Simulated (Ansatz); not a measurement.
**InCl (SMILES [Cl][In]): PBE/STO-3G**

Aim: the vertical singlet–triplet gap of InCl at PBE/STO-3G, from 2 runs. 

The calculation is run with Ansatz 0.2.0.

34 further runs of the same task are left out: 5 that didn't finish, 29 set aside as unsound or not needed.

**1. Starting point**

InCl has 2 atoms, charge 0, and is taken as a singlet. As SMILES, `[Cl][In]`. The shape comes from GFN2-xTB, which is rough for such elements, and wasn't checked as a minimum.

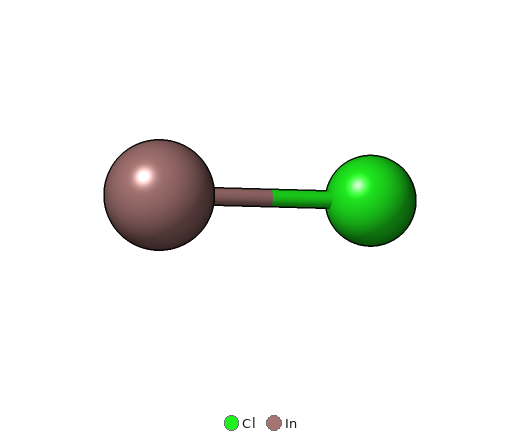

The structure, seen from a chosen angle (chlorine green, indium brown).

**2. A single-point energy at PBE/STO-3G**

in.yaml reads:

```yaml
crystal:
  periodic: [false, false, false]
  atoms:
    - symbol: Cl
      position_ang: [0.000000, 0.000000, 0.000000]
    - symbol: In
      position_ang: [0.000000, 0.000000, 2.385660]
basis:
  gaussian: {orbitals: STO-3G}
total_charge: 0
hamiltonian: {xc: pbe}
accuracy: high
```

The run is started by

```console
$ ansatz run in.yaml --threads 1 --pin off --max-ram 2610MiB --events-out events.jsonl --progress --plain --runs-dir runs
```

The program printed:

```text
Warning: RAYON_NUM_THREADS=1 ignored (pool sized by the plan → 1); use --threads N
Functional definition: PBE
  name "PBE"
  parameter kappa = 0.804
  parameter beta = 0.06672455060314922
  exchange = pbe_x(kappa = kappa, mu = beta*pi^2/3)
  correlation = pbe_c(beta = beta)
637 factors; integrals over basis functions are off by at most 7.3e-9 eV
mean field evaluation 1: about -167057.1066 eV, gradient 1.1e1 eV
mean field evaluation 2: about -167051.6841 eV, gradient 3.9e1 eV
mean field evaluation 4: about -167058.1199 eV, gradient 2.6e-1 eV
mean field evaluation 8: about -167058.1154 eV, gradient 4.0e-3 eV
mean field evaluation 16: about -167058.1154 eV, gradient 1.4e-8 eV
mean field -167058.11543054 eV, -6139.2725060148 hartree, gradient 1.4e-8 eV, S^2 0.000000; 0 other end points of the search recorded, 0 dependent functions left out
reference -167058.11543220 eV, -6139.2725060755 hartree; 33, 33 occupied and 3, 3 virtual orbitals, 637 factors
Total energy: -167058.11543220 eV, -6139.2725060755 hartree
```

Wall time 1.3 s (1 thread of Arm Neoverse V2, shared host); peak memory 0.096 GiB.

**3. The triplet at the same level**

run.yaml reads:

```yaml
crystal:
  periodic: [false, false, false]
  atoms:
    - symbol: Cl
      position_ang: [0.000000, 0.000000, 0.000000]
    - symbol: In
      position_ang: [0.000000, 0.000000, 2.385660]
basis:
  gaussian:
    orbitals: STO-3G
magnetization:
  spin_polarized: true
  initial_magnetization: 2
hamiltonian:
  xc: {name: PBE}
accuracy: high
```

The run is started by

```console
$ ansatz run run.yaml --threads 1 --pin off --max-ram 2610MiB --events-out events.jsonl --progress --plain --runs-dir runs
```

The program printed, cut to the lines that bear on the results:

```text
Warning: RAYON_NUM_THREADS=1 ignored (pool sized by the plan → 1); use --threads N
[... 6 set-up lines as earlier in the session ...]
637 factors; integrals over basis functions are off by at most 7.3e-9 eV
mean field evaluation 1: about -167048.5579 eV, gradient 1.7e1 eV
mean field evaluation 2: about -167015.0521 eV, gradient 6.1e1 eV
mean field evaluation 4: about -167054.9699 eV, gradient 3.6e0 eV
mean field evaluation 8: about -167055.1564 eV, gradient 4.7e-2 eV
mean field evaluation 16: about -167055.1564 eV, gradient 8.5e-7 eV
mean field evaluation 32: about -167055.1587 eV, gradient 2.4e-2 eV
mean field evaluation 64: about -167050.2763 eV, gradient 9.7e0 eV
mean field -167055.15640739 eV, -6139.1637639198 hartree, gradient 6.0e-8 eV, S^2 2.001468; 4 other end points of the search recorded, 0 dependent functions left out
reference -167055.15640922 eV, -6139.1637639869 hartree; 34, 32 occupied and 2, 4 virtual orbitals, 637 factors
Total energy: -167055.15640922 eV, -6139.1637639869 hartree
```

Wall time 5.4 s (1 thread of Arm Neoverse V2, shared host); peak memory 0.13 GiB.

**4. Summary of results**

At PBE/STO-3G:

| quantity | value |
| --- | --- |
| singlet: total energy | -6139.27251 Eh |
| triplet: total energy | -6139.16376 Eh |
| triplet: ⟨S²⟩ | 2.001 |
| vertical energy of the triplet above the singlet | 2.959 eV |

At this shape the triplet lies 2.96 eV (286 kJ/mol) above the singlet. In a minimal basis such a difference can be off by several eV, whatever the method. Relativity is left out (singlet) although the molecule holds a heavy atom. Relativity is left out (triplet) although the molecule holds a heavy atom.
